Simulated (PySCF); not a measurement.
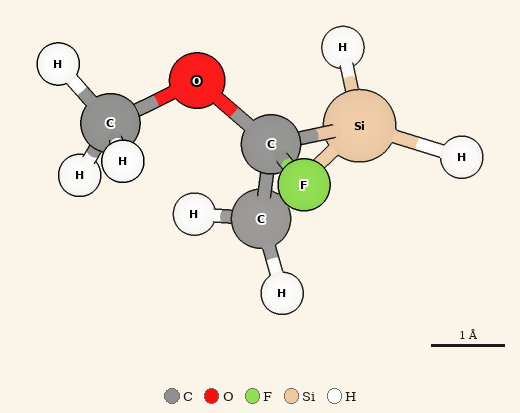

The structure as given in the input (ball-and-stick view, seen at a tilt). Bond lengths as drawn: C–C 1.53 Å, C–F 1.37 Å, C–H 1.10 Å, C–O 1.36 to 1.41 Å, C–Si 1.88 Å and H–Si 1.48 Å.

# NMR shielding calculation of C3H7FOSi

System: C3H7FOSi.
Method: GIAO PBE0/pcSseg-1 NMR shielding, non-relativistic, gas phase (PySCF 2.14.0).

The geometry comes from this level: PBE0-D3(BJ)/def2-SVP. It belongs to a series of runs on one base structure; here: constitutional isomer. Figures and captions count atoms from 1; the log counts them from 0 in places.

### Output
```
coarse grid: 11400 points
cycle   1  E = -582.4090411622  dE =  7.367e-01  |g| = 6.687e-01  |ddm| = 3.197e+00
cycle   2  E = -582.3540135686  dE =  5.503e-02  |g| = 8.935e-01  |ddm| = 1.063e+00
cycle   3  E = -582.4900528434  dE = -1.360e-01  |g| = 6.149e-02  |ddm| = 6.316e-01
cycle   4  E = -582.4905174012  dE = -4.646e-04  |g| = 3.254e-02  |ddm| = 6.124e-02
cycle   5  E = -582.4907466336  dE = -2.292e-04  |g| = 7.871e-03  |ddm| = 3.310e-02
cycle   6  E = -582.4907601034  dE = -1.347e-05  |g| = 1.552e-03  |ddm| = 8.518e-03
cycle   7  E = -582.4907605690  dE = -4.656e-07  |g| = 4.547e-04  |ddm| = 1.538e-03
final grid: 105968 points
cycle   8  E = -582.5428278664  dE = -2.677e-05  |g| = 1.043e-02  |ddm| = 2.208e-02
cycle   9  E = -582.5428045953  dE =  2.327e-05  |g| = 1.522e-02  |ddm| = 1.648e-02
cycle  10  E = -582.5428488963  dE = -4.430e-05  |g| = 8.877e-04  |ddm| = 1.019e-02
cycle  11  E = -582.5428490677  dE = -1.715e-07  |g| = 2.190e-04  |ddm| = 9.097e-04
cycle  12  E = -582.5428490777  dE = -9.951e-09  |g| = 6.280e-05  |ddm| = 1.980e-04
cycle  13  E = -582.5428490782  dE = -5.332e-10  |g| = 2.662e-05  |ddm| = 5.483e-05
```

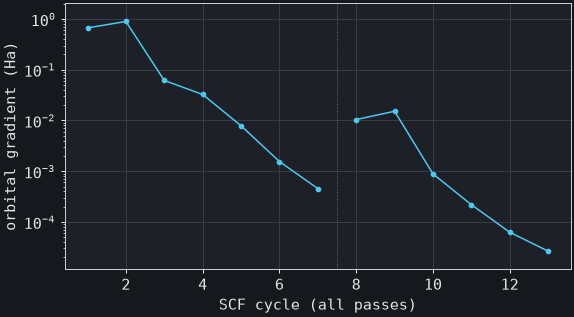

Convergence of the self-consistent field: orbital gradient against the SCF cycle. The dotted line marks the change from a coarse to the final integration grid. The first 7 cycles use a coarse grid, the final grid takes over at cycle 8, and the field converges after 13 cycles in all.

```
converged SCF energy = -582.5428490782

GIAO shielding tensors (ppm)
atom      isotropic    diamagn.    paramagn.     s11        s22        s33       span
  0 C      134.132     245.380    -111.248    106.001    113.832    182.562     76.561
  1 O      264.098     395.090    -130.992    190.047    282.146    320.102    130.054
  2 C       74.552     244.442    -169.890     45.274     56.326    122.056     76.782
  3 F      337.890     475.718    -137.827    226.864    357.548    429.258    202.394
  4 C      180.562     256.845     -76.283    143.715    188.132    209.839     66.124
  5 Si     467.154     880.464    -413.310    367.978    405.764    627.719    259.741
  6 H       27.969      30.129      -2.160     23.511     27.019     33.376      9.865
  7 H       27.934      28.243      -0.309     23.826     25.741     34.236     10.410
  8 H       27.644      29.083      -1.439     23.099     26.009     33.823     10.724
  9 H       30.325      30.490      -0.164     26.188     26.499     38.289     12.101
 10 H       30.218      31.534      -1.315     25.633     27.488     37.534     11.901
 11 H       28.011      29.133      -1.122     23.394     26.025     34.612     11.218
 12 H       27.873      29.006      -1.133     23.385     25.870     34.365     10.981
```

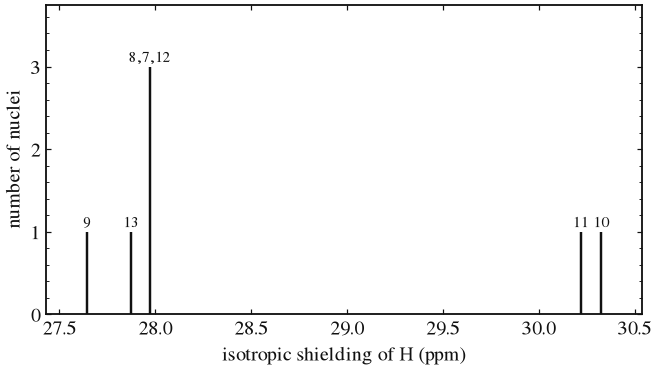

Isotropic shieldings of the hydrogen nuclei in this fixed geometry, labelled by atom number; shielding grows to the right, so chemical shift grows to the left. The least shielded is H9 (27.6 ppm), the most shielded H10 (30.3 ppm).

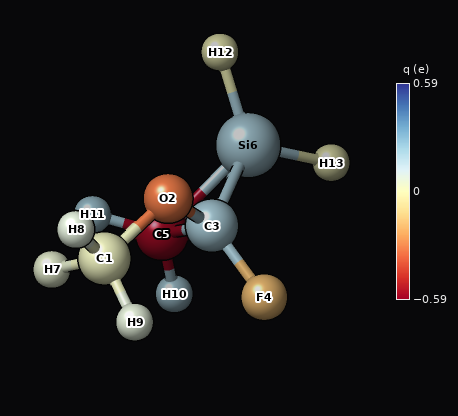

ESP-fitted charges, as the colour of each atom (ball-and-stick view, seen at a tilt; atoms are numbered from 1 in the order of the input). By element: C −0.56 to +0.20, O −0.31, F −0.17, Si +0.20 and H 0.00 to +0.21 e.

The run was set up as follows.

### The input
```
{"job": {"kind": "nmr", "xc": "PBE0", "basis": "pcSseg-1"}, "charge": 0, "multiplicity": 1}
C      1.853173     0.803624     0.137710
O      0.828494     0.201814     0.902459
C     -0.410369     0.282630     0.350567
F     -0.868694     1.575379     0.302683
C     -0.695561    -0.491005    -0.933186
Si    -1.656964    -1.101720     0.566648
H      1.971695     0.311414    -0.843770
H      2.784510     0.694028     0.707384
H      1.651241     1.874214    -0.024799
H     -1.233089     0.061966    -1.711996
H      0.126136    -1.106280    -1.318243
H     -1.249043    -2.376618     1.205335
H     -3.095896    -0.752342     0.650138
```

The first line tells a small driver script what to run in PySCF; the rest is the geometry in Å.

Launched with:
```bash
OMP_NUM_THREADS=1 python <driver script> task.json out
```

### Results in brief

```json
{"quantity": "outcome", "value": "converged"}
{"quantity": "total energy", "value": "−582.542849 hartree"}
{"quantity": "HOMO", "value": "−7.03 eV"}
{"quantity": "LUMO", "value": "0.05 eV"}
{"quantity": "dipole moment", "value": "1.71 D"}
{"quantity": "isotropic shielding, C", "value": "74.6 to 180.6 ppm"}
{"quantity": "isotropic shielding, O", "value": "264.1 ppm"}
{"quantity": "isotropic shielding, F", "value": "337.9 ppm"}
{"quantity": "isotropic shielding, Si", "value": "467.2 ppm"}
{"quantity": "isotropic shielding, H", "value": "27.6 to 30.3 ppm"}
{"quantity": "hardware", "value": "1 CPU thread, shared host"}
{"quantity": "wall time", "value": "25 s"}
{"quantity": "peak memory", "value": "0.75 GiB"}
```
